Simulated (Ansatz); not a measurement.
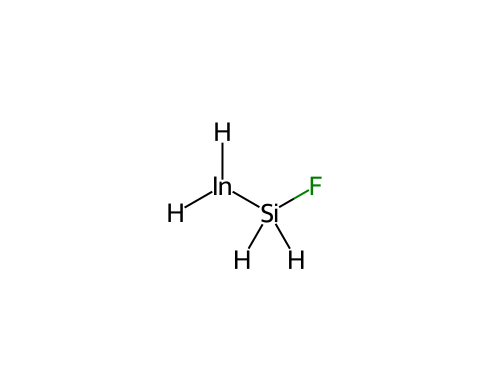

A structural formula.

Transcribe the drawing into SMILES.

Answer. F[SiH2][InH2]

Give the formula, hydrogens included.

Answer. FH4InSi.

An optimisation with PBE0-D4/def2-TZVP gave a structure of which point group?

Answer. Cs.

More results for the same structure follow; atom numbers are the same in all pictures, views and colours differ. The computed structure is the end point of a PBE0-D4/def2-TZVP optimisation.

**Geometry**

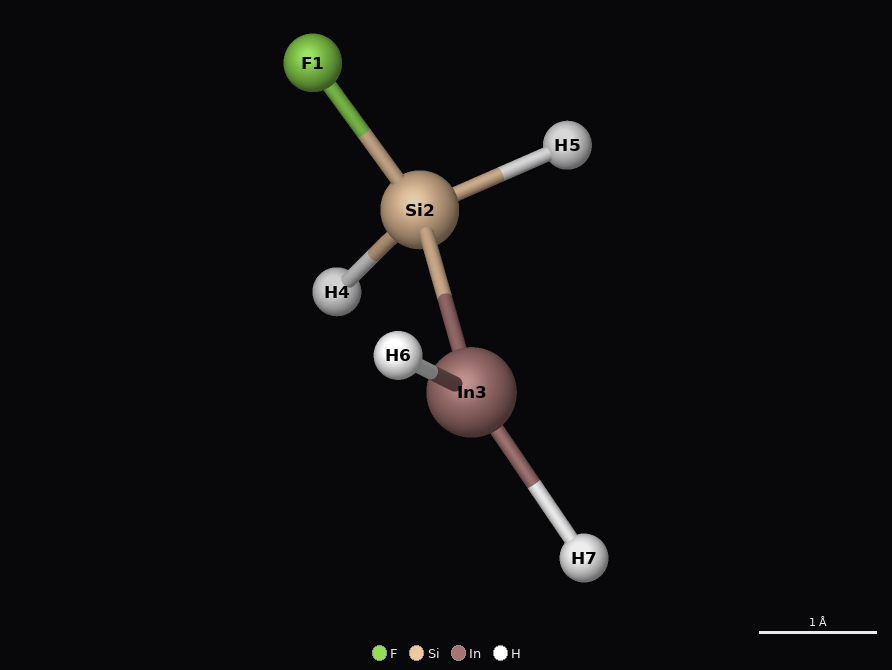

Numbered structure.

What are the angles F1–Si2–In3, F1–Si2–H4, In3–Si2–H4, H4–Si2–H5, Si2–In3–H6, Si2–In3–H7, H6–In3–H7?

| angle | degrees |
| --- | --- |
| F1–Si2–In3 | 111.5 |
| F1–Si2–H4 | 106.9 |
| In3–Si2–H4 | 112.0 |
| H4–Si2–H5 | 107.2 |
| Si2–In3–H6 | 122.4 |
| Si2–In3–H7 | 119.0 |
| H6–In3–H7 | 118.6 |

**Vibrations**

Harmonic vibrations computed with RKS PBE0-D4/def2-TZVP, core potentials on In (Ansatz 0.2.0) at a stationary point of the same level.

How many vibrational modes are there, and where do they lie?

Answer. 15 modes: 78, 134, 269, 345, 346, 521, 604, 742, 842, 871, 935, 1799, 1812, 2195, 2203 cm⁻¹.

**Dipole moment**

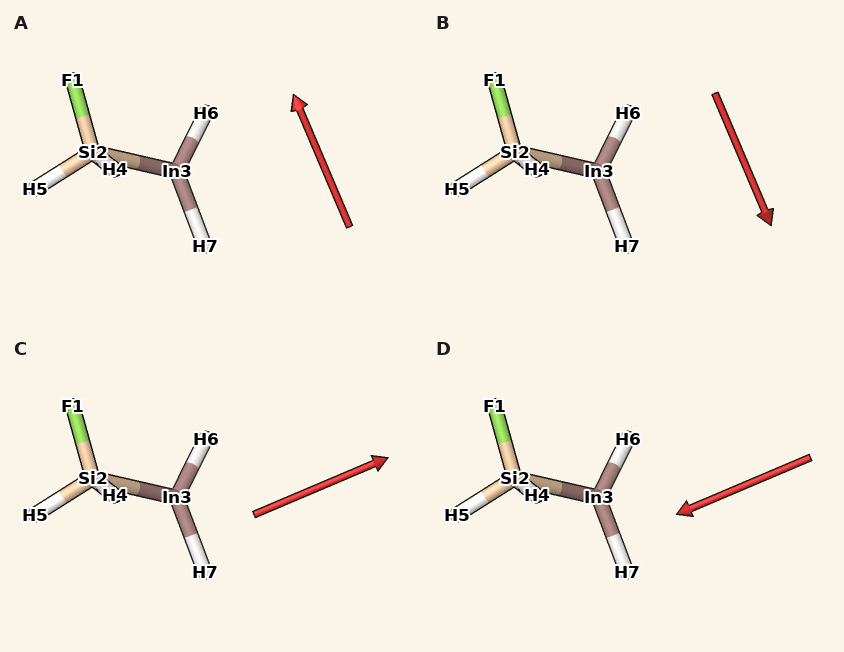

The same molecule four times, each with an arrow. Method: RKS B3LYP-D4/def2-TZVPP, core potentials on In (Ansatz 0.2.0).

Which arrow points along the dipole moment, from the negative to the positive end?

Answer. B. The dipole moment is 1.20 D; it points from the side of F1 to the side of H7 (the outermost atoms at the two ends).

**Thermal motion**

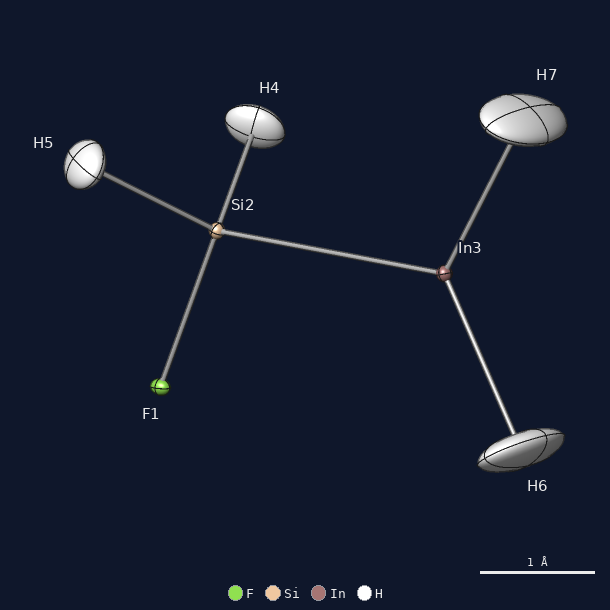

Displacement ellipsoids at the 50 % level, from the internal vibrations of the free molecule (harmonic, no overall translation or rotation; no half-axis is drawn under 0.075 Å). Vibrations computed with RKS PBE0-D4/def2-TZVP, core potentials on In (Ansatz 0.2.0). Temperature: 0 K (zero-point motion alone).

Which atom has the largest mean-square displacement?

Answer. H7, with U_eq = 0.0548 Å².

Does H7 move more along its bond or across it?

Answer. Across it: the root-mean-square amplitude is 0.097 Å along the bond and up to 0.335 Å across, since bending and torsion are softer than stretching.

List U_eq and the three principal root-mean-square amplitudes for each kind of atom.

| atom | U_eq (Å²) | rms amplitudes (Å) |
| --- | --- | --- |
| F1 | 0.0020 | 0.026, 0.028, 0.067 |
| Si2 | 0.00099 | 0.024, 0.029, 0.039 |
| In3 | 0.00008 | 0.003, 0.005, 0.015 |
| H4, H5 | 0.0204 | 0.090, 0.145, 0.179 |
| H6 | 0.0535 | 0.096, 0.210, 0.328 |
| H7 | 0.0548 | 0.097, 0.206, 0.335 |
